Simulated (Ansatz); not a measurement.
Start from Al$_{2}$O$_{3}$ in the corundum structure (space group R-3c, No. 167; a = 4.774 Å, c = 13.015 Å (hexagonal axes)).

Structures relaxed with PBEsol (Ansatz, a program for electronic structure), scalar-relativistic without spin-orbit coupling.

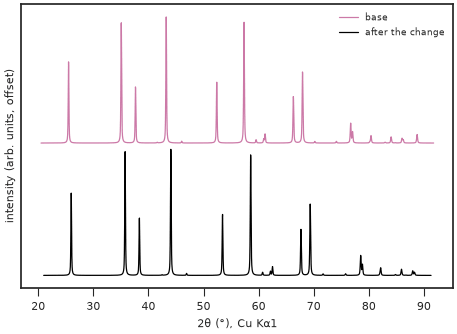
Figure: Simulated powder patterns before (top) and after one change

### Question
Which change produced these results?
(A) pressure 15 GPa
(B) pressure −1 GPa
(C) pressure 22.5 GPa
(D) pressure 30 GPa

### Answer
A, pressure 15 GPa. Its volume per atom is 8.10 Å³ against 8.56 Å³, and its space group is R-3c (No. 167).

Load acts through the strain it causes; cell and atoms are relaxed under it. Stability against distortions was not tested. No other phases were tried under pressure.
